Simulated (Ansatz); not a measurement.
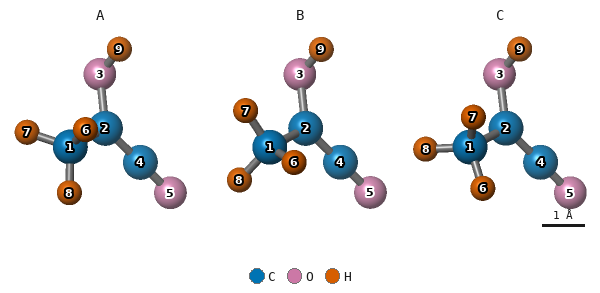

3 geometries from a converged minimum-energy path of C3H4O2, shuffled. A ball-and-stick model, seen from a free direction.

All numbers below come from RKS B3LYP/def2-SVP in Ansatz 0.2.0. Set-up: 9 movable images; climbing image; force threshold 0.05 eV/Å; iteration limit 40; starting path by image-dependent pair potential.

### Which frame is the top of the path?

B. In order along the path, whose images run from 0 to 10: C (image 1, +0.009 eV), B (image 5, +0.100 eV), A (image 9, +0.010 eV). The motion is a rotation about the C1–C2 bond by about 120°. No bond forms or breaks between the ends. Bond angles that change up to the highest image, for instance: C2–C1–H7 111.2° → 106.8°, C2–C1–H8 110.2° → 113.1°.

The run took 2.4 min on 1 thread of Arm Neoverse V1, with other jobs on the host, peak memory 0.17 GiB.
